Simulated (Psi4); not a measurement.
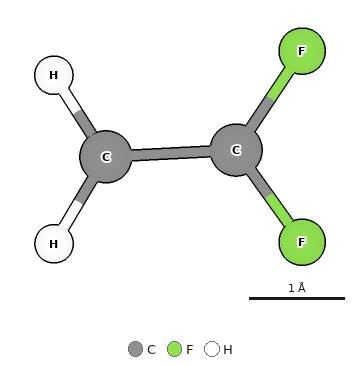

Figure 1. The structure as given in the input (ball-and-stick view, seen at a tilt). Bond lengths as drawn: C–C 1.39 Å, C–F 1.28 Å and C–H 1.09 Å.

## Energy and gradient calculation of C2H2F2 (charge +1) (part 1 of 2)

C2H2F2, charge +1, multiplicity 2, SMILES [CH2+][C](F)F, computed with PBE0/def2-SVP, UKS (Psi4 1.11).

The geometry comes from this level: GFN2-xTB.

What the program printed
```
Psi4 1.11 release

gradient() will perform analytic gradient computation.

   => Loading Basis Set <=

    Name: DEF2-SVP
    Role: ORBITAL
    Keyword: BASIS

         ---------------------------------------------------------
                                   SCF
                              UKS Reference
                        1 Threads,   1525 MiB Core
         ---------------------------------------------------------

  ==> Geometry <==

    Molecular point group: c1
    Full point group: C1

    Geometry (in Bohr), charge = 1, multiplicity = 2:

       Center              X                  Y                   Z               Mass
    ------------   -----------------  -----------------  -----------------  -----------------
         C           -1.173475463438     2.365852668909    -0.946762168509    12.000000000000
         C           -0.075639073438     0.153210138909    -0.061501068509    12.000000000000
         F           -1.344438983438    -1.701782811091     0.814349201491    18.998403162730
         F            2.304376496562    -0.233749071091    -0.039807008509    18.998403162730
         H           -0.003168073438     3.895056838909    -1.676026378509     1.007825032230
         H           -3.219519733438     2.597400808909    -0.919569008509     1.007825032230

  Running in c1 symmetry.

  Rotational constants: A =      0.37572  B =      0.34449  C =      0.17971 [cm^-1]
  Rotational constants: A =  11263.91806  B =  10327.45680  C =   5387.68979 [MHz]
  Nuclear repulsion =  118.497687052403251

  Charge       = 1
  Multiplicity = 2
  Electrons    = 31
  Nalpha       = 16
  Nbeta        = 15

  ==> Algorithm <==

  SCF Algorithm Type is PK.
  DIIS enabled.
  MOM disabled.
  Fractional occupation disabled.
  Guess Type is SAD.
  Energy threshold   = 1.00e-09
  Density threshold  = 1.00e-08
  Integral threshold = 1.00e-12

  ==> Primary Basis <==

  Basis Set: DEF2-SVP
    Blend: DEF2-SVP
    Number of shells: 30
    Number of basis functions: 66
    Number of Cartesian functions: 70
    Spherical Harmonics?: true
    Max angular momentum: 2

  ==> DFT Potential <==

   => LibXC <=

    Version 7.1.2

   => Composite Functional: PBE0 <=

    PBE0 Hyb-GGA Exchange-Correlation Functional

    Deriv               =              1
    GGA                 =           TRUE
    Meta                =          FALSE

    Exchange Hybrid     =           TRUE
    MP2 Hybrid          =          FALSE

   => Exchange Functionals <=

    0.7500   Perdew, Burke & Ernzerhof

   => Exact (HF) Exchange <=

    0.2500               HF

   => Correlation Functionals <=

    1.0000   Perdew, Burke & Ernzerhof

   => LibXC Density Thresholds  <==

    XC_HYB_GGA_XC_PBEH:  1.00E-15

   => Molecular Quadrature <=

    Radial Scheme          =       TREUTLER
    Pruning Scheme         =           NONE
    Nuclear Scheme         =       TREUTLER

    Blocking Scheme        =         OCTREE
    BS radius alpha        =              1
    Pruning alpha          =              1
    Radial Points          =             99
    Spherical Points       =            590
    Total Points           =         334363
    Total Blocks           =           2456
    Max Points             =            256
    Max Functions          =             65
    Weights Tolerance      =       1.00E-15

  ==> Integral Setup <==

  Using in-core PK algorithm.
   Calculation information:
      Number of atoms:                   6
      Number of AO shells:              30
      Number of primitives:             58
      Number of atomic orbitals:        70
      Number of basis functions:        66

      Integral cutoff                 1.00e-12
      Number of threads:                 1

  Performing in-core PK
  Using 4890732 doubles for integral storage.
  We computed 105282 shell quartets total.
  Whereas there are 108345 unique shell quartets.

  ==> DiskJK: Disk-Based J/K Matrices <==

    J tasked:                  Yes
    K tasked:                  Yes
    wK tasked:                  No
    Memory [MiB]:              605
    Schwarz Cutoff:          1E-12

  Cached 100.0% of DFT collocation blocks in 0.526 [GiB].

  Minimum eigenvalue in the overlap matrix is 3.4711282350E-03.
  Reciprocal condition number of the overlap matrix is 7.5095893253E-04.
    Using symmetric orthogonalization.

  ==> Pre-Iterations <==

  SCF Guess: Superposition of Atomic Densities via on-the-fly atomic UHF (no occupation information).

   -------------------------
    Irrep   Nso     Nmo
   -------------------------
     A         66      66
   -------------------------
    Total      66      66
   -------------------------

  ==> Iterations <==

                        Total Energy        Delta E     RMS |[F,P]|

   @UKS iter SAD:  -276.28270422278206   -2.76283e+02   0.00000e+00
   @UKS iter   1:  -276.14579878524233    1.36905e-01   5.47102e-03 ADIIS/DIIS
   @UKS iter   2:  -276.12901162605505    1.67872e-02   6.15747e-03 ADIIS/DIIS
   @UKS iter   3:  -276.20638931757770   -7.73777e-02   5.89232e-04 ADIIS/DIIS
   @UKS iter   4:  -276.20683629955772   -4.46982e-04   3.47266e-04 ADIIS/DIIS
   @UKS iter   5:  -276.20704943676270   -2.13137e-04   8.86797e-05 DIIS
   @UKS iter   6:  -276.20706391788997   -1.44811e-05   2.06110e-05 DIIS
   @UKS iter   7:  -276.20706537776294   -1.45987e-06   6.08777e-06 DIIS
   @UKS iter   8:  -276.20706557102170   -1.93259e-07   1.00636e-06 DIIS
   @UKS iter   9:  -276.20706557225782   -1.23612e-09   1.11893e-06 DIIS
   @UKS iter  10:  -276.20706557408710   -1.82928e-09   1.56615e-07 DIIS
   @UKS iter  11:  -276.20706557414002   -5.29212e-11   3.41961e-08 DIIS
   @UKS iter  12:  -276.20706557414411   -4.09273e-12   4.65226e-09 DIIS
  Energy and wave function converged.

  ==> Post-Iterations <==

   Electrons on quadrature grid:
      Nalpha   =   15.9999999004 ; deviation = -9.964e-08
      Nbeta    =   14.9999998935 ; deviation = -1.065e-07
      Ntotal   =   30.9999997939 ; deviation = -2.061e-07

   @Spin Contamination Metric:   2.318189664E-03
   @S^2 Expected:                7.500000000E-01
   @S^2 Observed:                7.523181897E-01
   @S   Expected:                5.000000000E-01
   @S   Observed:                5.000000000E-01

    Orbital Energies [Eh]
    ---------------------

    Alpha Occupied:

       1A    -25.129675     2A    -25.129480     3A    -10.761322
       4A    -10.595257     5A     -1.638543     6A     -1.568281
       7A     -1.127332     8A     -0.967059     9A     -0.911815
      10A     -0.870488    11A     -0.852990    12A     -0.773397
      13A     -0.762022    14A     -0.750230    15A     -0.725157
      16A     -0.612391

    Alpha Virtual:

      17A     -0.314412    18A     -0.137374    19A     -0.136122
      20A     -0.100569    21A     -0.016381    22A      0.013892
      23A      0.145552    24A      0.183761    25A      0.224644
      26A      0.234071    27A      0.247515    28A      0.273024
      29A      0.397882    30A      0.422383    31A      0.443523
      32A      0.533471    33A      0.853841    34A      0.856016
      35A      0.898393    36A      0.910158    37A      0.946902
      38A      1.091730    39A      1.128198    40A      1.144515
      41A      1.291698    42A      1.315095    43A      1.350423
      44A      1.395241    45A      1.467607    46A      1.478847
      47A      1.527647    48A      1.608267    49A      1.700654
      50A      1.888834    51A      1.910248    52A      1.933982
      53A      2.057782    54A      2.279063    55A      2.575297
      56A      2.582752    57A      2.731337    58A      2.741540
      59A      2.758099    60A      2.784374    61A      3.013320
      62A      3.032224    63A      3.117674    64A      3.399041
      65A      3.594789    66A      3.671634

    Beta Occupied:

       1A    -25.126661     2A    -25.126466     3A    -10.757682
       4A    -10.583386     5A     -1.632520     6A     -1.562141
       7A     -1.093377     8A     -0.959179     9A     -0.907860
      10A     -0.845625    11A     -0.842023    12A     -0.757155
      13A     -0.751767    14A     -0.743249    15A     -0.719484

    Beta Virtual:

      16A     -0.458911    17A     -0.249693    18A     -0.132891
      19A     -0.123738    20A     -0.092136    21A     -0.012594
      22A      0.030191    23A      0.151013    24A      0.216272
      25A      0.237513    26A      0.240560    27A      0.261960
      28A      0.313970    29A      0.412674    30A      0.427835
      31A      0.452109    32A      0.537548    33A      0.858279
      34A      0.871027    35A      0.925736    36A      0.926922
      37A      0.948710    38A      1.093172    39A      1.133670
      40A      1.161265    41A      1.305057    42A      1.314511
      43A      1.358557    44A      1.413766    45A      1.480304
      46A      1.481333    47A      1.560646    48A      1.620752
      49A      1.703584    50A      1.905393    51A      1.948246
      52A      1.975068    53A      2.060257    54A      2.291624
      55A      2.579710    56A      2.594056    57A      2.738288
      58A      2.748879    59A      2.764660    60A      2.791650
      61A      3.017477    62A      3.041786    63A      3.128030
      64A      3.401726    65A      3.597912    66A      3.674924

    Final Occupation by Irrep:
              A
    DOCC [    15 ]
    SOCC [     1 ]
    NA   [    16 ]
    NB   [    15 ]

  @UKS Final Energy:  -276.20706557414411

   => Energetics <=

    Nuclear Repulsion Energy =            118.4976870524032506
    One-Electron Energy =                -606.6205254852908411
    Two-Electron Energy =                 236.0386638248679105
    DFT Exchange-Correlation Energy =     -24.1228909661244195
    Empirical Dispersion Energy =           0.0000000000000000
    VV10 Nonlocal Energy =                  0.0000000000000000
    Total Energy =                       -276.2070655741441101

  UHF NO Occupations:
  HONO-2 :   14  A 1.9998391
  HONO-1 :   15  A 1.9992647
  HONO-0 :   16  A 1.0000000
  LUNO+0 :   17  A 0.0007353
  LUNO+1 :   18  A 0.0001609
  LUNO+2 :   19  A 0.0001293
  LUNO+3 :   20  A 0.0000785

Computation Completed

Properties will be evaluated at   0.000000,   0.000000,   0.000000 [a0]

Properties computed using the SCF density matrix

 Multipole Moments:

 ------------------------------------------------------------------------------------
     Multipole            Electronic (a.u.)      Nuclear  (a.u.)        Total (a.u.)
 ------------------------------------------------------------------------------------

 L = 1.  Multiply by 2.5417464519 to convert [e a0] to [Debye]
 Dipole X            :          1.3868337           -2.0779374           -0.6911037
 Dipole Y            :         -2.7926935            4.1870476            1.3943540
 Dipole Z            :          1.1165310           -1.6742951           -0.5577641
 Magnitude           :                                                    1.6531631

 L = 2.  Multiply by 1.3450342976 to convert [e a0^2] to [Debye ang]
 Quadrupole XX       :        -94.7197850           82.7209179          -11.9988671
 Quadrupole XY       :          7.5972447           -9.3581998           -1.7609550
 Quadrupole XZ       :          1.6557770           -1.0193536            0.6364234
 Quadrupole YY       :        -91.7270884           82.1986822           -9.5284062
 Quadrupole YZ       :         32.9987088          -34.8015072           -1.8027984
 Quadrupole ZZ       :        -28.2706638           15.0382605          -13.2324033
 Traceless XX        :        -23.1472726           22.7349644           -0.4123082
 Traceless YY        :        -20.1545760           22.2127287            2.0581527
 Traceless ZZ        :         43.3018486          -44.9476931           -1.6458444
```
